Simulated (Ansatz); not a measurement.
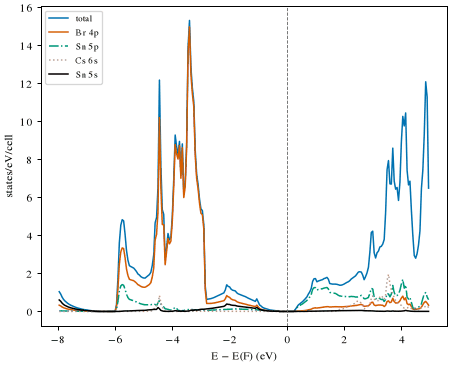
Total and projected density of states of CsSnBr$_{3}$ (cubic perovskite, space group No. 221), DFT-LDA in the program Ansatz with PAW potentials

Which orbitals carry the states next to the Fermi level?

Within 0.5 eV of the Fermi level: Sn 5p 74 %, Br 4s 11 %, Br 4p 8 %. Projections are on Löwdin-orthogonalised atomic valence shells; empty p or d shells of many metals are not among them.

Where is the tallest occupied peak in this window, and what makes it?

Near -3.4 eV, about 15 states/eV per cell; the largest projected share is Br 4p.

Space group Pm-3m (cubic perovskite). The cell was relaxed with LDA under the symmetry of its start; of distortions, only those at the zone centre were tested. Spin–orbit coupling is left out wherever it is not named.

Potentials: the later of the program's two PAW sets.
